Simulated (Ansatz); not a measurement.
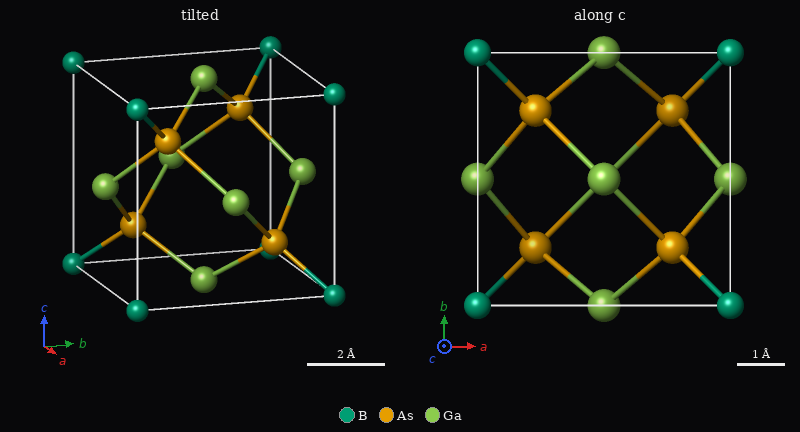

A ball-and-stick rendering, viewed slightly off an axis and along the c axis. Lines trace the edges of the conventional unit cell.

Ga$_{3}$BAs$_{4}$, space group P-43m (No. 215), a = 5.450 Å, b = 5.450 Å, c = 5.450 Å, α = 90.00°, β = 90.00°, γ = 90.00°. It goes back to a structure type filled with these elements by a generator (whether the compound takes this form wasn't checked). Earlier steps of the study, as a rule a relaxation of our own, may have changed the cell and positions, so they can lie some per cent off the listed ones. Ansatz was used for an electronic-structure calculation on it.

This one geometry was computed with Ansatz (DFT, plane waves, PAW) at five levels of theory: HSE06, PBE0, PBE, r2SCAN and PBE with spin-orbit coupling. It was relaxed beforehand with r2SCAN.

> Which level gives the highest pressure at this volume, and what does that say about its equilibrium volume?

Highest: PBE (2.7 GPa) and PBE with spin-orbit coupling (2.7 GPa), which points to the largest equilibrium volume. Lowest, with the smallest volume: HSE06 (0.3 GPa), PBE0 (0.1 GPa) and r2SCAN (0.0 GPa). Levels within 0.5 GPa of each other can't be told apart.

> How does the band gap change with the level of theory?

PBE with spin-orbit coupling: a gap of 0.48 eV, indirect; PBE: a gap of 0.59 eV, indirect; r2SCAN: a gap of 0.80 eV, indirect; HSE06: a gap of 1.20 eV, indirect; PBE0: a gap of 1.82 eV, indirect.

> Collect the results in a table.

| level | cutoff (eV) | k-mesh of the run's cell | gap (eV) | pressure (GPa) |
| --- | --- | --- | --- | --- |
| HSE06 | 420 | 4×4×4 | 1.20 | 0.3 |
| PBE0 | 420 | 4×4×4 | 1.82 | 0.1 |
| PBE | 420 | 6×6×6 | 0.59 | 2.7 |
| r2SCAN | 500 | 6×6×6 | 0.80 | 0.0 |
| PBE with spin-orbit coupling | 420 | 6×6×6 | 0.48 | 2.7 |

Gaps are taken on the k-mesh or band path of each run.
